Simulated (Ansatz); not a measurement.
**C4H3Cl: how energies converge with the basis set**

How large a basis does C4H3Cl need? Two functionals are run in growing sets.

Computed with Ansatz 0.2.0, Gaussian basis. Level: one geometry, several basis sets.

Plan: PBE0-D4/def2-SVP; ωB97M-V/def2-SVP; PBE0-D4/def2-QZVPP; ωB97M-V/def2-QZVPP; the functionals' def2-TZVPP values are taken from earlier runs.

### Step 1. The relaxed structure

An earlier PBE0-D4 in a triple-zeta def2 set relaxation fixed the geometry.

8 atoms, charge 0, spin multiplicity 1.

Atoms are counted from 1 here; the program's logs count them from 0.

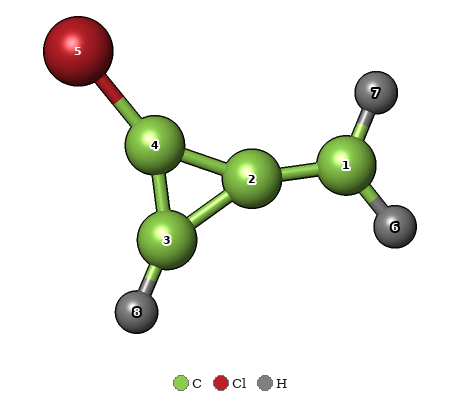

The structure; carbon green, chlorine red, hydrogen grey; atoms are numbered from 1 in the order of the file.

### Step 2. PBE0-D4 in def2-SVP

Input file in.yaml:

```yaml
crystal:
  periodic: [false, false, false]
  atoms:
    - {symbol: C, position_ang: [0.041345, 1.499761, 0.020843]}
    - {symbol: C, position_ang: [-0.032373, 0.179708, -0.015350]}
    - {symbol: C, position_ang: [-0.753505, -1.061445, -0.210405]}
    - {symbol: C, position_ang: [0.518045, -1.128596, 0.102969]}
    - {symbol: Cl, position_ang: [1.850269, -2.089004, 0.419224]}
    - {symbol: H, position_ang: [-0.827397, 2.110374, -0.185455]}
    - {symbol: H, position_ang: [0.974905, 1.991860, 0.258296]}
    - {symbol: H, position_ang: [-1.679190, -1.559857, -0.445922]}
basis:
  gaussian: {orbitals: def2-SVP}
hamiltonian: {xc: pbe0, dispersion: d4}
output: {orbitals: {seedname: orbitals}}
```

Launch:

```sh
> ansatz run in.yaml --threads 2 --pin off --events-out ev --progress --plain --max-ram 4352MiB
```

Further steps of the session: ωB97M-V in def2-SVP; PBE0-D4 in def2-QZVPP; ωB97M-V in def2-QZVPP.

Q: Predict the results of all the runs planned. Wanted: PBE0-D4: double and triple zeta above quadruple; ωB97M-V: double and triple zeta above quadruple.

**Answer**, as computed:

| quantity | value |
| --- | --- |
| PBE0-D4: double and triple zeta above quadruple | 9.47, 0.59 eV |
| ωB97M-V: double and triple zeta above quadruple | 9.57, 0.55 eV |

In words: PBE0-D4 gains 8.88 eV from double to triple zeta, then 0.59 eV more. These are total energies; as a rule much of such shifts cancels in differences, which this series doesn't test.
